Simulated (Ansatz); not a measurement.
# How far to go with the k-point mesh: NiPbF₆ (R3, 8 atoms in the cell)

```xyz
8
Lattice="2.5270 1.4590 4.7052 -2.5270 1.4590 4.7052 0.0000 -2.9179 4.7052" Properties=species:S:1:pos:R:3 pbc="T T T"
Ni     0.0000     0.0000     0.0500
Pb     0.0000     0.0000     7.0578
F      0.7686    -1.5171     5.8510
F     -0.7686     1.5171     8.2646
F      0.9295     1.4242     5.8510
F     -0.9295    -1.4242     8.2646
F     -1.6981     0.0929     5.8510
F      1.6981    -0.0929     8.2646
```
Moments meant for the start (each program seeds them in its own way; μB, in the order of the atoms Ni Pb F F F F F F): 2.0 0.0 0.0 0.0 0.0 0.0 0.0 0.0.

Method: PBEsol, default PAW files made with PBE (plane waves; Ansatz, a quantum-chemistry and plane-wave program).

Base settings: basis.ecutwfc = 420 eV; kpoints.mp_grid.grid = 5 5 5; hamiltonian.xc = pbesol; hamiltonian.pseudopotentials = {kind: paw} (the program's default PAW files); magnetization.spin_polarized = true; scf.occupations.method = fermi_dirac; scf.occupations.width = 0.05 eV.

Only quantities that move along the ladder and can be compared are tabulated.

The starting cell comes from a database of computed structures (which also holds hypothetical and non-ambient phases and stackings), without a prior relaxation at this level. Its lattice was rescaled by up to half a per cent. One atom was moved a little off its site on purpose. With one magnetic atom in the cell only a parallel order is possible.

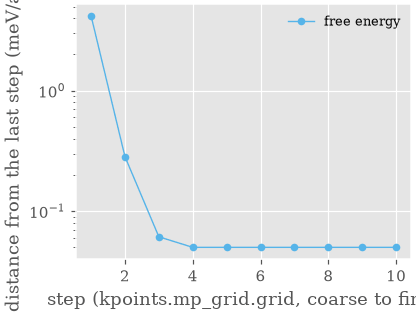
Figure: Distance from the last step along the ladder; very small values are drawn at a floor.

| kpoints.mp_grid.grid | free energy less the last step's (meV/atom) | largest difference of a force vector from the last step's (eV/Å) |
|---|---|---|
| 2 2 2 | 4.19 | 0.058 |
| 3 3 3 | 0.28 | 0.005 |
| 4 4 4 | 0.06 | 0.001 |
| 5 5 5 | 0.00 | 0.001 |
| 6 6 6 | -0.03 | 0.000 |
| 7 7 7 | -0.02 | 0.000 |
| 8 8 8 | 0.02 | 0.000 |
| 9 9 9 | 0.01 | 0.000 |
| 10 10 10 | 0.00 | 0.000 |
| 13 13 13 | 0.00 | 0.000 |
| 15 15 15 | 0.00 | 0.000 |

Coarsest kpoints.mp_grid.grid that holds the forces within 0.02 eV/Å of the last step, with all finer ones: 3 3 3; the step before is off by 0.058 eV/Å.

Coarsest kpoints.mp_grid.grid that holds the free energy within 2 meV/atom of the last step, with all finer ones: 3 3 3; the step before is off by 4.2 meV/atom.

Keys are those of Ansatz 0.2.
